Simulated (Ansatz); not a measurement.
**C₂H₇OSi (charge +1): density, localisation and related maps**

The calculation's input:

```
crystal:
  periodic: [false, false, false]
  atoms:
    - {symbol: C, position_ang: [-1.629951, 0.563945, -2.163724]}
    - {symbol: C, position_ang: [-0.382557, -1.213112, 0.262791]}
    - {symbol: O, position_ang: [-3.059694, -1.658203, -0.701326]}
    - {symbol: Si, position_ang: [-1.724726, -0.758124, -0.892676]}
    - {symbol: H, position_ang: [-2.594710, 0.742357, -2.677045]}
    - {symbol: H, position_ang: [-0.863237, 0.281149, -2.919744]}
    - {symbol: H, position_ang: [-1.279959, 1.507101, -1.689954]}
    - {symbol: H, position_ang: [0.547934, -1.434300, -0.303559]}
    - {symbol: H, position_ang: [-0.670675, -2.090088, 0.874598]}
    - {symbol: H, position_ang: [-0.158387, -0.352166, 0.930568]}
    - {symbol: H, position_ang: [-3.884280, -1.564953, -1.219727]}
basis:
  gaussian: {orbitals: def2-TZVPD}
total_charge: 1
hamiltonian: {xc: pbe0}
output: {forces: true, orbitals: {seedname: orbitals}}
```

Launched as:

```sh
ansatz run input.yaml --threads 2 --pin off --max-ram 4350MiB --events-out events.jsonl --progress --plain --runs-dir runs
```

Geometry: PBE-D3(BJ)/def2-SVP.

These are results of Ansatz 0.2.0, isolated molecule in a Gaussian basis; Kohn-Sham density functional theory, functional PBE0, not measurements.

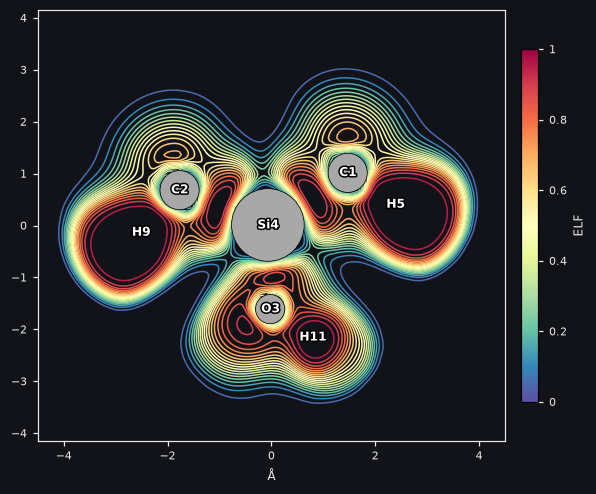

Figure 1. Electron localisation function on the plane of atoms C2, Si4 and O3. Grey discs cover the atomic cores.

**What do the fields say about this system?**

The section cuts through C, O, Si and H sites. Si–O (1.62 Å): the ELF peaks at about 0.85 between the atoms; a short, strongly polar bond. C–Si (1.83 Å): the ELF peaks at about 0.95 between the atoms: localised, covalent bonding. O–H (0.98 Å): the ELF climbs to about 1 towards the hydrogen, as it does in any bond to H; a covalent bond by its length. C–H (1.11 Å): the ELF climbs to about 1 towards the hydrogen; an ordinary covalent bond to hydrogen. The ELF also peaks beside O3, away from the bonds: lone-pair regions.

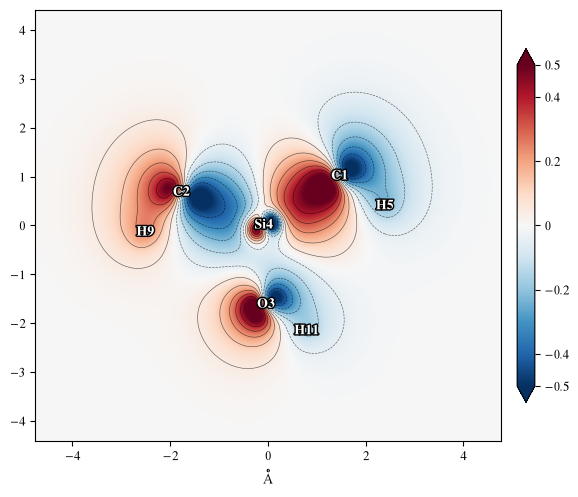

Figure 2. One frontier orbital on the plane of atoms C1, Si4 and C2 (values in Å⁻³ᐟ²; the overall sign is arbitrary).

**Which orbital is it: HOMO or LUMO?**

The HOMO, at −14.90 eV. Its weight (Hirshfeld) is mainly on C1 (about 25 %), Si4 (about 20 %), C2 (about 20 %) and O3 (about 15 %).

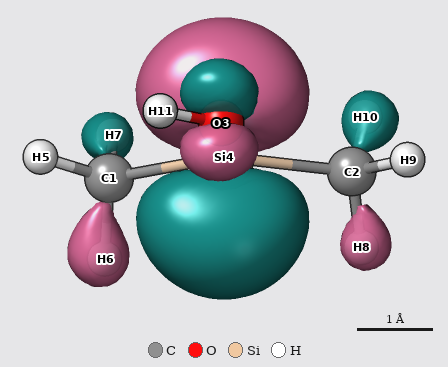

Figure 3. The LUMO at ±0.15 Å⁻³ᐟ² (teal and pink are the two phases), seen from one side.

**What is the character of this orbital?**

Its weight (Hirshfeld) is mainly on Si4 (about 65 %), O3 (about 10 %), C1 (about 5 %) and C2 (about 5 %). Its energy is −7.03 eV.
